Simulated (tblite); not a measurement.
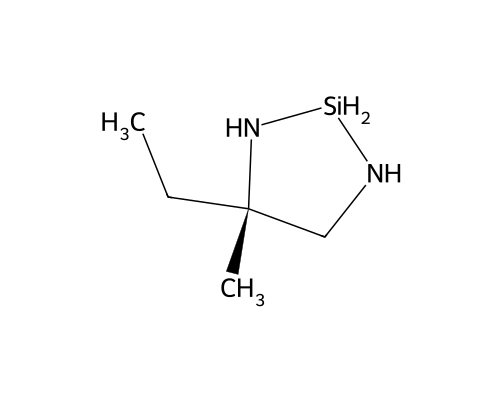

The picture comes from a calculation with tblite.

Skeletal drawing of a molecule.

Write the SMILES.

CC[C@@]1(C)CN[SiH2]N1

Give the formula, hydrogens included.

C5H14N2Si.

An optimisation with GFN2-xTB gave a structure of which point group?

C1.
